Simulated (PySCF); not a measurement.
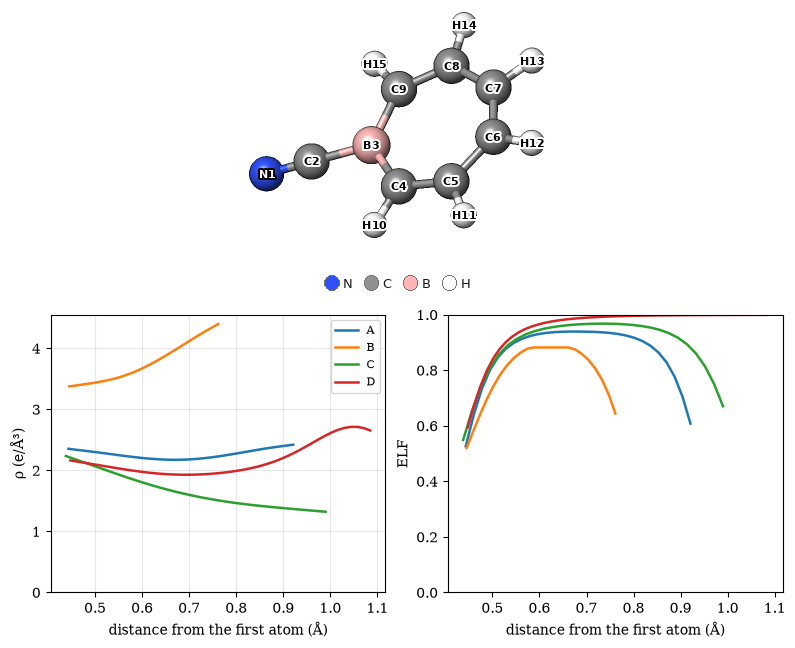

Figure 1: C$_{7}$H$_{6}$BN (SMILES N#CB1C=CC=CC=C1). Total electron density and electron localisation function along straight lines between neighbouring atoms. The curves leave out the atomic cores. The structure is drawn too.

Geometry: GFN2-xTB.

Method: PBE0/pcSseg-1, SCF density, gas phase, non-relativistic in PySCF.

The calculation's input:

```
{"job": {"kind": "nmr", "xc": "PBE0", "basis": "pcSseg-1"}, "charge": 0, "multiplicity": 1}
N      0.152808     4.037953    -0.285088
C      0.111463     2.892354    -0.203159
B      0.053420     1.367874    -0.096867
C     -1.323537     0.717124    -0.091339
C     -1.628145    -0.610011    -0.005942
C     -0.750694    -1.711407     0.097889
C      0.615459    -1.761688     0.141093
C      1.576007    -0.727663     0.095892
C      1.375883     0.618168    -0.005009
H     -2.186037     1.373691    -0.163005
H     -2.678693    -0.886687    -0.016272
H     -1.249008    -2.673208     0.153230
H      1.037574    -2.757430     0.224508
H      2.601972    -1.080664     0.151255
H      2.287113     1.209584    -0.019099
```

Run with:

```sh
OMP_NUM_THREADS=1 python probes_run.py task.json out
```

Question: Which curve belongs to which contact (C–B, C–C, C–H and C–N)? The first atom named is at distance zero.

Answer: Curve A: C–C (1.36 Å): ρ is about 2.2 e/Å³ halfway; the ELF peaks at about 0.95 between the atoms (a covalent bond). Curve B: C–N (1.15 Å): the density is about 3.6 e/Å³ at the midpoint; the ELF peaks at about 0.90 between the atoms (a short, multiple covalent bond). Curve C: C–B (1.52 Å): ρ at the midpoint is about 1.5 e/Å³; the ELF peaks at about 0.95 between the atoms (a covalent bond). Curve D: C–H (1.08 Å): ρ at the midpoint is about 2 e/Å³; the ELF climbs to about 1 towards the hydrogen, as it does in any bond to H (an ordinary covalent bond to hydrogen).
